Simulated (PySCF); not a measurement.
```yaml
atoms:
  - { symbol: C, position_ang: [1.9152, 0.8642, -0.3137] }
  - { symbol: C, position_ang: [0.7626, 0.3492, 0.3586] }
  - { symbol: C, position_ang: [0.4360, -1.1378, 0.3371] }
  - { symbol: C, position_ang: [-0.4148, -0.2066, -0.4591] }
  - { symbol: C, position_ang: [-1.8058, 0.0978, 0.0010] }
  - { symbol: F, position_ang: [-2.2287, 1.3046, -0.4155] }
  - { symbol: F, position_ang: [-1.9367, 0.0889, 1.3352] }
  - { symbol: F, position_ang: [-2.7022, -0.7906, -0.4725] }
  - { symbol: H, position_ang: [2.4379, 1.7161, 0.0707] }
  - { symbol: H, position_ang: [2.2715, 0.4024, -1.2141] }
  - { symbol: H, position_ang: [0.4774, 0.8737, 1.2623] }
  - { symbol: H, position_ang: [0.0183, -1.5686, 1.2339] }
  - { symbol: H, position_ang: [1.0997, -1.7898, -0.2084] }
  - { symbol: H, position_ang: [-0.3310, -0.2040, -1.5376] }
```

Geometry: GFN2-xTB.

Computed with PySCF 2.14.0, density-fitted response routines, UKS B3LYP, pcH-1 on C F H, non-relativistic, mean-field spin-orbit, GIAO.

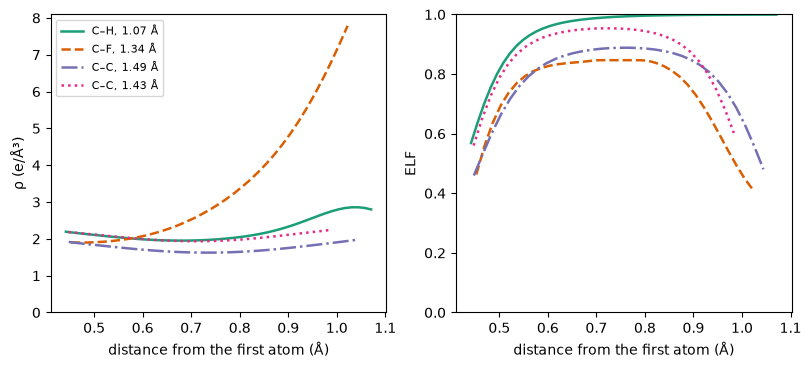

C5H6F3 (doublet). Electron density and ELF along straight lines between neighbouring atoms. The curves leave out the atomic cores.

### What can be read from the curves?

C–H (1.07 Å): the density is about 2.1 e/Å³ at the midpoint; the ELF climbs to about 1 towards the hydrogen, as it does in any bond to H: an ordinary covalent bond to hydrogen.
C–F (1.34 Å): the density is about 2.4 e/Å³ at the midpoint, with its minimum of 1.9 e/Å³ about 0.5 Å from C; the ELF peaks at about 0.85 between the atoms (a polar covalent bond).
C–C (1.49 Å): ρ at the midpoint is about 1.6 e/Å³; the ELF peaks at about 0.90 between the atoms, as expected for a shared electron pair.
C–C (1.43 Å): the density is about 1.9 e/Å³ at the midpoint; the ELF peaks at about 0.95 between the atoms: a covalent bond.
